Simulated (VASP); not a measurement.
Energy against volume of PbS (rock salt). Computed with HSEsol screened hybrid, VASP's PBE PAW potentials (set 64) (plane waves; VASP).

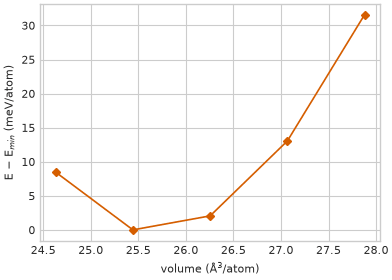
Energy against volume

Estimate the equilibrium volume and the bulk modulus.

The minimum lies near 25.7 Å³/atom, and the curvature gives B0 of about 63 GPa.

Measured: a 5.914 Å at 120 K (computed value off by -0.2 %), as given by Noda, Masumoto, Ohba, Saito, Toriumi, Iwata, Shibuya, Acta Cryst. C 43, 1443 (1987), by a structure database's card. The calculation is for a static lattice, while the measured a holds thermal and zero-point effects, which are part of the difference.

The compound is PbS in the rock salt structure. It was relaxed first. The cell's shape comes from a PBE relaxation.
